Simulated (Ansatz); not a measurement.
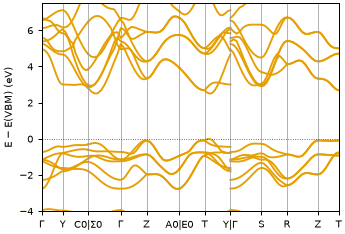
Figure. Band structure from r²SCAN+D4 (plane waves, PAW; program Ansatz)

Task: Read off the gap and where the band edges lie.

Result: About 2.5 eV (2.49 eV by a search for the band edges); maximum on the T–Y line, 17 % of the way from T, minimum on the T–Y line, 21 % of the way from T.

Task: Which compound is it?
A) TiOF2, C222_1 (Pearson symbol oS32)
B) InCl, Cmcm (In on 4c, Cl on 4c)
C) TlI, Cmcm (Tl on 4c, I on 4c)

Result: C, TlI, Cmcm (Tl on 4c, I on 4c)

The workflow started from a Materials Project entry (that database holds measured and hypothetical structures alike); the Crystallography Open Database files this formula in space group No. 63, but the cells were not matched. Its standing as an ambient phase is unchecked. The cell was relaxed with r²SCAN+D4 under the symmetry of its start; its stability against distortions is not shown here. Scalar-relativistic: spin–orbit coupling is off unless named, which matters more the heavier the elements.

Potentials: the later of the program's two PAW sets.
